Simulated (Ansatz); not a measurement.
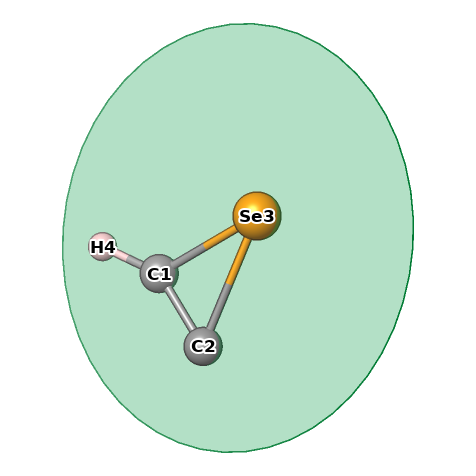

A disc through the centre of mass is drawn in. Depth is shown by fading: the farther an atom, the more it takes the colour of the background. State: neutral, doublet. Computed geometry: PBE0-D4/def2-TZVP optimisation. No frequency run is at hand to confirm it as a minimum.

Question: Is the plane of the disc a mirror plane of the structure?

Answer: Yes. The reflection leaves C1, C2, Se3, H4 in place. The point group is Cs.
